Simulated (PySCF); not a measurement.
Cl8Si8 (Si8Cl8 cubane)

```xyz
16

Si   -1.6133    1.3011    0.0978
Cl   -3.1658    2.6531    0.1487
Si   -1.0777   -0.3459    1.7365
Cl   -2.0979   -0.7096    3.4882
Si   -0.6852   -1.9622    0.0159
Cl   -1.4123   -3.8887    0.0151
Si   -1.2388   -0.3122   -1.6371
Cl   -2.4818   -0.6518   -3.2446
Si    1.0498    0.3468   -1.7383
Cl    2.1728    0.6621   -3.4343
Si    0.6959    1.9439    0.0021
Cl    1.3542    3.8948   -0.0135
Si    1.2343    0.2998    1.6475
Cl    2.3848    0.5981    3.3280
Si    1.6090   -1.3061   -0.0843
Cl    3.2376   -2.5571   -0.2611
```

Geometry: PBE0-D3(BJ)/def2-SVP.

All numbers below come from wB97X-D/def2-SVPD, SCF density, gas phase in PySCF 2.14.0.

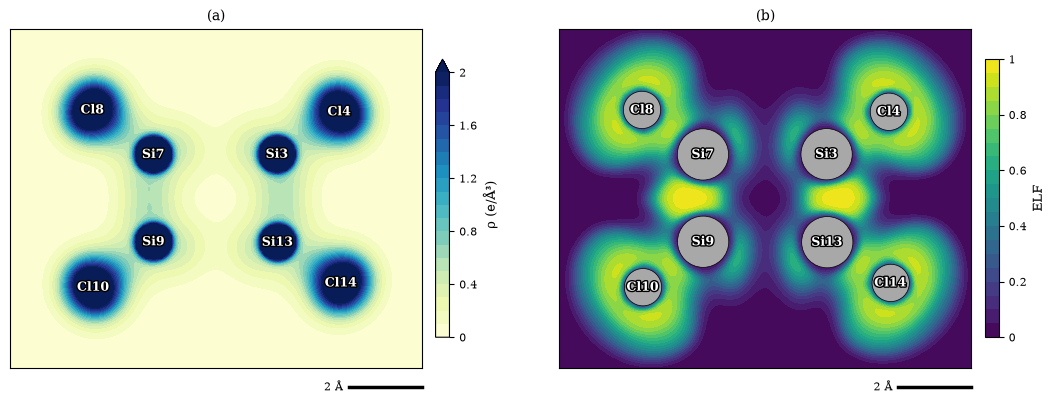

Figure 1. (a) electron density; (b) ELF on the plane of atoms Si7, Si9 and Cl10. Grey discs cover the atomic cores in the ELF map.

### Describe what can be read from this map.

The plane passes through Si and Cl nuclei.
Si–Cl (2.06 Å): ρ at the midpoint is about 0.85 e/Å³; the ELF peaks at about 0.85 between the atoms; a polar covalent bond.
Si–Si (2.38 Å): ρ at the midpoint is about 0.59 e/Å³; the ELF peaks at about 0.95 between the atoms (a covalent bond).
The ELF also peaks beside Cl10, Cl14, Cl4 and Cl8, away from the bonds: lone-pair regions.

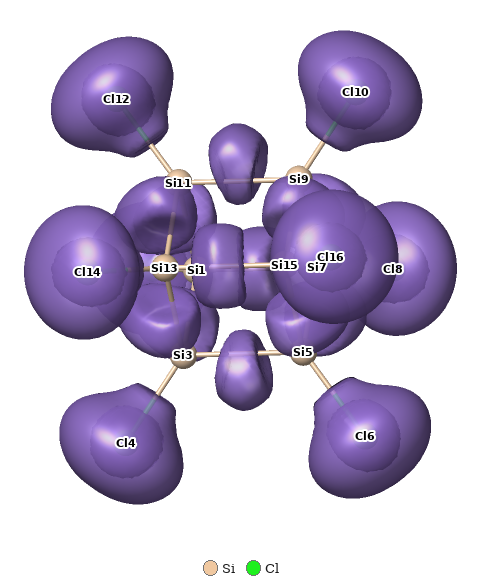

Figure 2. Isosurface of the ELF at 0.75 (purple), seen at a tilt. Core shells and regions of very low density are left out.

### What do the ELF domains correspond to?

The surface consists of twelve regions between bonded Si–Si atoms (shared pairs) and eight regions on Cl in which the atom's valence shell and bonds are merged.

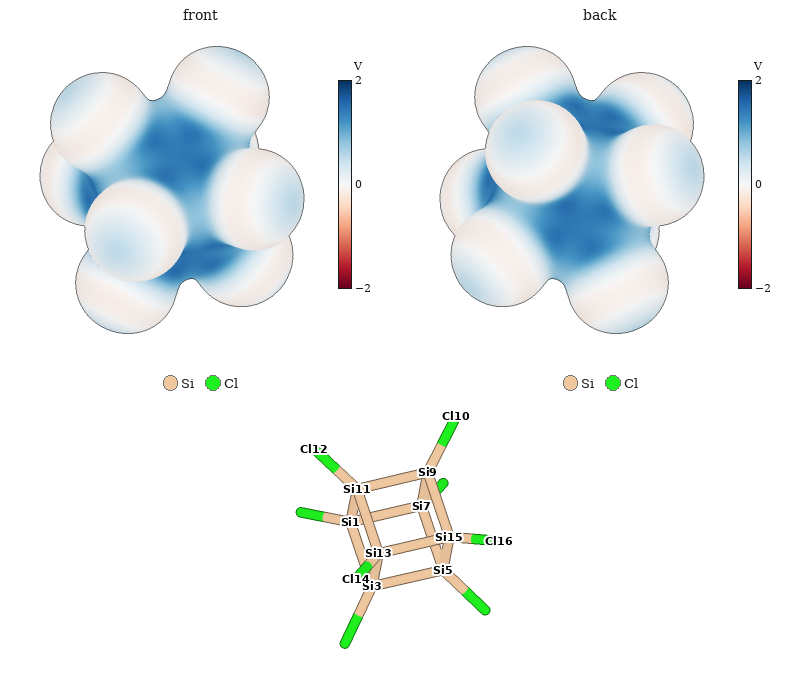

Figure 3. The electrostatic potential painted on the density surface at 0.002 e/bohr³, seen from the front and from behind; the colour scale runs from red (negative) to blue (positive). The bare structure is drawn below in the same view.

### Describe the electrostatic potential map.

The most negative region (about −0.1 V) lies over the Cl atoms, the most positive (about +1.5 V) over the Si atoms. Cl2 shows a σ-hole: about +0.5 V at the tip opposite its bond, against about −0.1 V on its flanks. Cl4 shows a σ-hole: about +0.5 V at the tip opposite its bond, against about −0.1 V on its flanks. Cl6 shows a σ-hole: about +0.5 V at the tip opposite its bond, against about −0.1 V on its flanks. Cl8 shows a σ-hole: about +0.5 V at the tip opposite its bond, against about −0.1 V on its flanks. Cl10 shows a σ-hole: about +0.5 V at the tip opposite its bond, against about −0.1 V on its flanks. Cl12 shows a σ-hole: about +0.5 V at the tip opposite its bond, against about −0.1 V on its flanks. Cl14 shows a σ-hole: about +0.5 V at the tip opposite its bond, against about 0.0 V on its flanks. Cl16 shows a σ-hole: about +0.5 V at the tip opposite its bond, against about −0.1 V on its flanks.

### How polar is the molecule by this calculation?

Its dipole moment is 0.03 D.
